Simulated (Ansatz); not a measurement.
# Run report: BH$_{2}$ClOF, nudged elastic band (part 2 of 2)

Continued. System: BH$_{2}$ClOF, multiplicity 2. Method: UHF/def2-SVP (Ansatz 0.2.0). The run did not end well. It belongs to a series of runs on one base structure; here: band between the two ends.

Geometry of the input (Å):
```
B  0.2104  0.0072  -0.3349
H  0.5028  -0.0857  0.8107
Cl 1.4192  0.3764  -1.5549
F  -1.0238  -0.1657  -0.7186
O  -0.1784  -0.2204  3.6498
H  -0.9769  -0.7129  3.8351
```

## The program's output, continued
```
NEB iter  59: max|band force component| = 4.296e0 eV/Å  barrier→ = 0.3741 eV  barrier← = 0.4049 eV  Δτ_max = 0.1954 Å  (306 SCF iters)
the calculation of the forces begins
reference -17944.12772120 eV, -659.4345307874 hartree; 21, 20 occupied and 49, 50 virtual orbitals, 720 factors
these checks for a lower state are left out or cut short: starts, cluster_reference, orbital_swaps, neighbouring_geometries, increment
726 factors; integrals over basis functions are off by at most 7.9e-4 eV
mean field -17942.80272211 eV, -659.3858379690 hartree, gradient 2.4e-5 eV, S^2 0.752318; 0 other end points of the search recorded, 0 dependent functions left out
the calculation of the forces begins
reference -17942.80272211 eV, -659.3858379690 hartree; 21, 20 occupied and 49, 50 virtual orbitals, 726 factors
NEB iter  60: max|band force component| = 3.798e0 eV/Å  barrier→ = 0.0000 eV  barrier← = 0.0307 eV  Δτ_max = 0.2000 Å  (291 SCF iters)
```

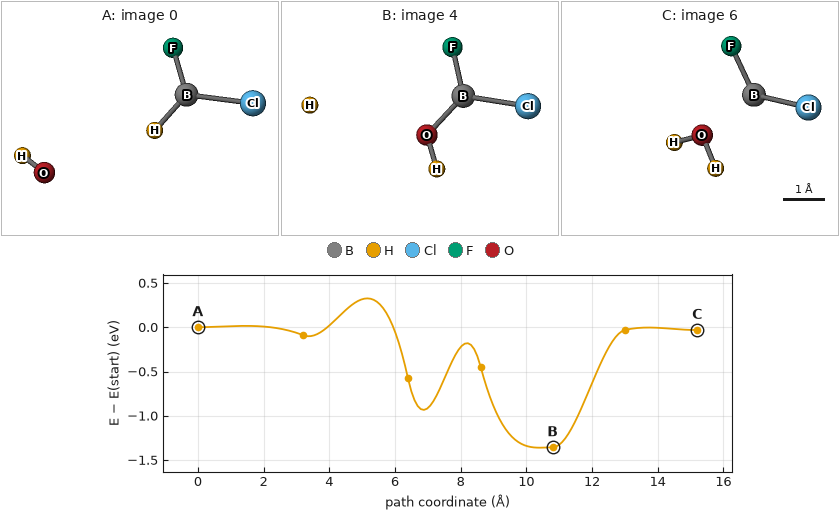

*Images of the last band (counted from 0; ball-and-stick, seen at a tilt) above the energy along the path; the line is a cubic interpolation that uses the forces.*

No image lies above both ends; the end is 0.031 eV below the start. The path is 15.20 Å long. The band had not converged after 60 iterations.

```
Unfinished report: {"positions_ang":[[0.210414,0.007220000000000001,-0.334944],[0.50284,-0.085677,0.810731],[1.419158,0.376389,-1.55493],[-1.023802,-0.165738,-0.718599],[-0.178385,-0.220364,3.649789],[-0.976925,-0.712929,3.835051]],"mean_field":{"relativity":"none","state":{"energy":{"ev":-17942.771524015607,"hartree":-659.3846914602176},"converged":true,"gradient_ev":1.9343731729187882e-8,"stability":{"kind":"minimum","curvature_ev":0.033774119157755515},"curvature_floor_ev":0.00030000000000000003,"spin_squared":0.7547930392577626},"others":[{"energy":{"ev":-17942.77029181194,"hartree":-659.3846461775681},"converged":false,"gradient_ev":0.06430486053982613,"stability":{"kind":"undecided","curvature_ev":null},"curvature_floor_ev":null,"spin_squared":0.7547717921916757},{"energy":{"ev":-17942.76957221492,"hartree":-659.3846197328653},"converged":false,"gradient_ev":0.09363968771658213,"stability":{"kind":"undecided","curvature_ev":null},"curvature_floor_ev":null,"spin_squared":0.7547521141678963},{"energy":{"ev":-17942.76947649566,"hartree":-659.3846162152475},"converged":false,"gradient_ev":0.09197495450761724,"stability":{"kind":"undecided","curvature_ev":null},"curvature_floor_ev":null,"spin_squared":0.7547533705878315}],"fillings":{"estimated":525,"unestimated":3306,"tried":1,"untried":82,"excluded_magnetic_sites":0},"n_dropped_functions":0,"n_trapped_functions":0,"passes":{"evaluations":222,"products":160},"factors":{"origin":"Cholesky decomposition","count":723,"bound_ev":0.00038582111987047607},"gradient_stop_ev":0.00001,"reference_kind":"stationary","symmetry":{"irreps":["A"],"axes":[[1.0,0.0,0.0],[0.0,1.0,0.0],[0.0,0.0,1.0]],"occupied":[{"A":21},{"A":20}]},"held":{"pivots":723,"left_out":0,"joined":0},"density_repulsion":{"missed_ev":0.000013131165101324885,"excess_ev":2.5723353139057374e-9,"most_excess_ev":0.0001107,"are_drawn_again":false,"n_first_factors":723,"energy_change_ev":0.0,"n_dropped_ends":0}},"factors":{"origin":"Cholesky decomposition","count":723,"bound_ev":0.00038582111987047607},"n_frozen":0,"n_occupied":[21,20],"n_virtual":[49,50],"reference":{"ev":-17942.771524015607,"hartree":-659.3846914602176},"total":{"ev":-17942.771524015607,"hartree":-659.3846914602176},"forces_ev_per_angstrom":[[-0.00844688599288479,0.002224796772875015,-0.02193437147340127],[0.002897518104911345,-0.002074601001331944,0.020572352211836176],[-0.001519663546005745,0.0001483349455142502,-0.0036545788306838745],[0.009174098927644536,-0.00011320209288001593,0.009521924582088559],[-0.0015019407565652898,-0.001969936978102993,-0.00255730255465636],[-0.0006031267360846471,0.00178460835477523,-0.001948023934832399]],"charge_distribution":{"dipole_moment_e_ang":[-0.2717392761290083,-0.21474364463947762,0.3177972613659905],"mulliken_charges_e":[0.45399420439458904,-0.07806886992251116,-0.1871386282105938,-0.19754554849270178,-0.1883831109394496,0.1971419531706815],"lowdin_charges_e":[-0.41947528825037317,-0.07160474478241907,0.2728131351052596,0.20673930392683815,0.07104428216610703,-0.059516688165399456]},"n_threads":1,"memory_gib":1.7045454550534487,"seconds":{"hamiltonian":8.232346869,"orbitals":0.0,"second_order":0.0,"solver_start":0.0,"cycles":0.0,"cycle":0.0,"perturbative":0.0,"full_ci_increment":0.0,"forces":0.0}}
this run last wrote the band of iteration 60 to [file]
Error: NEB band did not converge after 60 iterations: max|band force component| = 3.80e0 eV/Å (threshold 5.0e-2); raise `neb.max_iterations` in a new run, which can start from the last band evaluated (`neb.initial_path`, with `crystal.atoms` and `neb.final_atoms` set to its first and last images), add images, or start from endpoints closer to local minima. Where this run's directory can be resumed (`checkpoint.write`), a resume goes on for up to `neb.max_iterations` more; to start a new run from the last band, take its images' positions from the `neb_iteration` event of iteration 60 (`data.images[].positions_ang`), in the event stream of the run that computed that iteration (not this run's, if it was resumed behind it). With `checkpoint.write`, `steps/00-neb/state/checkpoint.json` in the run directory holds the last saved band, under `neb.evaluated.images[].positions_ang` (a band under a hybrid functional on support functions is neither saved nor resumed: `neb.initial_path` says where its path is): check the last entry of `neb.iterations` there, which is earlier than 60 if that iteration was not saved or its write failed. If the band's step has no `state` directory and holds `state.next`, a write was cut short, and the file is under `state.next` instead (behind a loss of power it can be under `state.prev`)
this run wrote the band of iteration 60 to [file] as well, whether or not its events were kept: a new run's `neb.initial_path` can list its `images[].positions_ang`
a run's events are kept only if it was started with --events-out <file>, and are in that file
```

## The last band as extended XYZ (Å, eV, eV/Å)
```
6
Properties=species:S:1:pos:R:3:forces:R:3 image=0 energy=-17942.77152
B     0.2104    0.0072   -0.3349   -0.0084   0.0022  -0.0219
H     0.5028   -0.0857    0.8107    0.0029  -0.0021   0.0206
Cl    1.4192    0.3764   -1.5549   -0.0015   0.0001  -0.0037
F    -1.0238   -0.1657   -0.7186    0.0092  -0.0001   0.0095
O    -0.1784   -0.2204    3.6498   -0.0015  -0.0020  -0.0026
H    -0.9769   -0.7129    3.8351   -0.0006   0.0018  -0.0019
6
Properties=species:S:1:pos:R:3:forces:R:3 image=1 energy=-17942.86155
B     0.0959   -0.4133    0.1655   -0.6425  -0.2013  -0.6907
H     0.6961   -1.4125    0.3114    0.3877  -0.1227   0.2076
Cl    0.8534    1.1560   -0.0864    0.2736   0.2085   0.1833
F    -1.1824   -0.4855   -0.1189    0.0085   0.0288   0.2619
O    -0.2434   -0.2874    2.6155    0.0091  -0.5261  -0.1565
H    -0.2662    0.6417    2.8001   -0.0365   0.6127   0.1943
6
Properties=species:S:1:pos:R:3:forces:R:3 image=2 energy=-17943.33904
B    -0.3481   -1.0463    0.7763    1.8440   1.2813   2.7333
H    -0.8367   -2.0061    0.9496   -0.6269  -3.7983   0.9130
Cl    0.6131    3.0359    0.7737    0.0035  -0.0196   0.0062
F    -1.0302   -0.4299   -0.1225    0.4007   2.4607  -1.3374
O     0.6532   -0.6437    1.6578   -1.3811   1.0758  -2.1111
H     0.9020    0.2891    1.6522   -0.2402  -0.9999  -0.2040
6
Properties=species:S:1:pos:R:3:forces:R:3 image=3 energy=-17943.21556
B    -0.1040   -0.0467    0.6897    0.7955   1.3716  -1.8018
H    -0.2502   -2.3150    1.3648    0.1077  -0.5729   0.2188
Cl    0.9738    1.1149   -0.3013   -0.7169  -0.9138   0.0508
F    -1.0219   -0.6866    0.0495   -0.1000  -0.3930  -0.0330
O     0.0794    0.1024    1.9851   -0.7580   0.2829  -0.1516
H     0.2761    1.0298    1.8993    0.6717   0.2253   1.7168
6
Properties=species:S:1:pos:R:3:forces:R:3 image=4 energy=-17944.12772
B     0.1382    0.0376    0.2303   -0.0696   0.3615  -0.3860
H    -1.5781   -1.8855    3.0927   -0.0201  -0.0192   0.0199
Cl    0.8583    1.3749   -0.6998    0.0474  -0.0535   0.1167
F    -0.6097   -0.8006   -0.4314    0.0113  -0.1748   0.1462
O     0.3104   -0.0926    1.5357   -0.0844  -0.2266   0.0610
H     0.8341    0.5652    1.9596    0.1154   0.1125   0.0421
6
Properties=species:S:1:pos:R:3:forces:R:3 image=5 energy=-17942.80272
B     0.1470   -0.5209    0.1022    0.0065  -0.0045  -0.0206
H    -0.1057   -0.9149    2.3208   -0.0485  -0.0587   0.0141
Cl    0.7301    1.0512   -0.5992   -0.0136   0.0118  -0.0008
F    -1.1654   -0.7699   -0.0058    0.0090  -0.0065   0.0115
O     0.3275   -0.2520    1.7962    0.0323  -0.0086   0.0081
H     0.0197    0.6055    2.0729    0.0143   0.0665  -0.0122
6
Properties=species:S:1:pos:R:3:forces:R:3 image=6 energy=-17942.80227
B    -0.1861   -0.5025    0.1466    0.0028   0.0012  -0.0031
H     0.8703    0.0205    2.0920   -0.0032   0.0022  -0.0045
Cl    1.2384    0.3333   -0.6173   -0.0025  -0.0017   0.0002
F    -1.4042   -0.0721   -0.1626    0.0016   0.0006   0.0006
O    -0.0384   -0.0144    1.8142   -0.0002  -0.0067   0.0114
H    -0.5268   -0.5660    2.4142    0.0014   0.0043  -0.0046
```
